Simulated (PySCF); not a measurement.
# UHF/ccECP-aug-cc-pVDZ (core potential) run of SiH2SOF (SMILES O[SiH](F)[S])

What is the vertical ionisation energy of SiH2SOF at UHF/ccECP-aug-cc-pVDZ (core potential)? 

The calculation is run with PySCF 2.14.0.

### Step 1. The molecule

SiH2SOF: 6 atoms, total charge 0, spin state doublet. SMILES: `O[SiH](F)[S]`. The shape is that of a PBE0-D4/def2-TZVP optimisation. This is one conformer, not always the lowest.

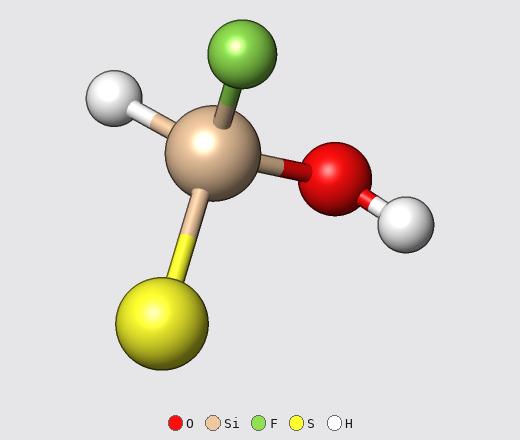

The structure, seen from a chosen angle (oxygen red, silicon light orange, fluorine green, sulfur yellow, hydrogen white).

### Step 2. A single-point energy at UHF/ccECP-aug-cc-pVDZ (core potential)

Input file calc.py:

```python
from pyscf import gto, scf

mol = gto.Mole()
mol.atom = '''
O   -0.201900   0.411200  -1.237800
Si  -0.177400   0.029600   0.341700
F    0.803100   0.959700   1.183300
S    0.582400  -1.937100   0.591900
H    0.579700   0.224600  -1.762500
H   -1.543700   0.248100   0.837300
'''
mol.verbose = 4
mol.max_memory = 1860
mol.basis = 'ccecp-aug-cc-pvdz'
mol.spin = 1
mol.charge = 0
mol.ecp = {'O': 'ccecp', 'Si': 'ccecp', 'F': 'ccecp', 'S': 'ccecp', 'H': 'ccecp'}
mol.build()

mf = scf.UHF(mol)
mf.conv_tol = 1e-10
mf.kernel()
if not mf.converged:
    mf = mf.newton().run(mf.mo_coeff, mf.mo_occ)

etot = mf.e_tot
print(f'total energy: {etot:.8f} hartree')
```

Started as:

```console
$ OMP_NUM_THREADS=1 python calc.py
```

Standard output:

```text
PySCF version 2.14.0

[INPUT] num. atoms = 6
[INPUT] num. electrons = 25
[INPUT] charge = 0
[INPUT] spin (= nelec alpha-beta = 2S) = 1
[INPUT] symmetry False subgroup None
[INPUT] Mole.unit = angstrom
[INPUT] Symbol           X                Y                Z      unit          X                Y                Z       unit  Magmom
[INPUT]  1 O     -0.201900000000   0.411200000000  -1.237800000000 AA   -0.381535704550   0.777055382421  -2.339102996987 Bohr   0.0
[INPUT]  2 Si    -0.177400000000   0.029600000000   0.341700000000 AA   -0.335237414498   0.055935893287   0.645719416764 Bohr   0.0
[INPUT]  3 F      0.803100000000   0.959700000000   1.183300000000 AA    1.517639050638   1.813570161745   2.236112923198 Bohr   0.0
[INPUT]  4 S      0.582400000000  -1.937100000000   0.591900000000 AA    1.100576494947  -3.660588475895   1.118528893130 Bohr   0.0
[INPUT]  5 H      0.579700000000   0.224600000000  -1.762500000000 AA    1.095474234410   0.424432487577  -3.330642294546 Bohr   0.0
[INPUT]  6 H     -1.543700000000   0.248100000000   0.837300000000 AA   -2.917170218491   0.468841051505   1.582267684098 Bohr   0.0

nuclear repulsion = 56.9617605067633
number of shells = 42
number of NR pGTOs = 258
number of NR cGTOs = 104
basis = ccecp-aug-cc-pvdz
ecp = {'O': 'ccecp', 'Si': 'ccecp', 'F': 'ccecp', 'S': 'ccecp', 'H': 'ccecp'}

[... 117 lines left out ...]
converged SCF energy = -54.7838319256463  <S^2> = 0.76023163  2S+1 = 2.0102056
total energy: -54.78383193 hartree
```

It took 8.4 s on 1 thread of Arm Neoverse V2, shared host; peak memory 0.22 GiB.

### Step 3. The singlet cation, same level

Input file run.py:

```python
from pyscf import gto

mol = gto.Mole()
mol.atom = [
    ('O', (-0.201900, 0.411200, -1.237800)),
    ('Si', (-0.177400, 0.029600, 0.341700)),
    ('F', (0.803100, 0.959700, 1.183300)),
    ('S', (0.582400, -1.937100, 0.591900)),
    ('H', (0.579700, 0.224600, -1.762500)),
    ('H', (-1.543700, 0.248100, 0.837300)),
]
mol.basis = 'ccecp-aug-cc-pvdz'
mol.charge = 1
mol.ecp = 'ccecp'
mol.max_memory = 1860
mol.verbose = 3
mol.build()

mf = mol.RHF()
mf.conv_tol = 1e-10
mf.kernel()
if not mf.converged:
    mf = mf.newton().run(mf.mo_coeff, mf.mo_occ)

energy = mf.e_tot
print('E = %.10f Eh' % energy)
```

Started as:

```console
$ OMP_NUM_THREADS=1 python run.py
```

Standard output:

```text
converged SCF energy = -54.3542944682057
E = -54.3542944682 Eh
```

Wall time 6.6 s (1 thread of Arm Neoverse V2, shared host); peak memory 0.23 GiB.

### Step 4. What came out

Level: UHF/ccECP-aug-cc-pVDZ (core potential).

| quantity | value |
| --- | --- |
| doublet SiH2SOF: total energy | -54.78383 Eh |
| doublet SiH2SOF: dipole moment | 1.07 D |
| doublet SiH2SOF: HOMO energy (highest over α and β) | -10.56 eV |
| doublet SiH2SOF: LUMO energy (lowest over α and β) | -0.63 eV |
| doublet SiH2SOF: ⟨S²⟩ | 0.760 |
| singlet cation: total energy | -54.35429 Eh |
| singlet cation: HOMO energy | -19.24 eV |
| singlet cation: LUMO energy | -10.45 eV |
| singlet cation: HOMO–LUMO gap | 8.79 eV |
| vertical ionisation energy (to the singlet cation) | 11.688 eV |

In words: Removing an electron at fixed nuclei costs 11.69 eV (270 kcal/mol). Only the singlet of the ionised species was computed; a triplet could lie lower.
